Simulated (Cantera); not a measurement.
Feed: 1 mol Si, 0.093 mol CO2, 67 mol N2, equilibrated at 4.90 mbar.

These are equilibrium values from Cantera (NASA tables, ideal gas, pure condensed phases), not measurements of a reactor. Candidate condensed phases: C, Si, SiC, SiO2, Si2N2O, Si3N4; 34 gas species. N2 is the only nitrogen source here; it is nearly inert below about 1500 K, so the nitride shown seldom forms there in practice. Mutual solubility and eutectic melting of coexisting phases are not modelled. Rates play no part.

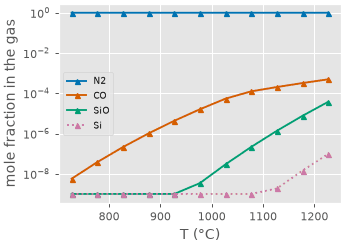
Figure: Equilibrium gas composition (values under 1e-9 drawn at 1e-9)

From 727 °C to 1027 °C the condensed part is C(graphite) + Si2N2O(s) + Si3N4(s). From 1077 °C to 1227 °C the condensed part is SiC(s) + Si2N2O(s) + Si3N4(s).
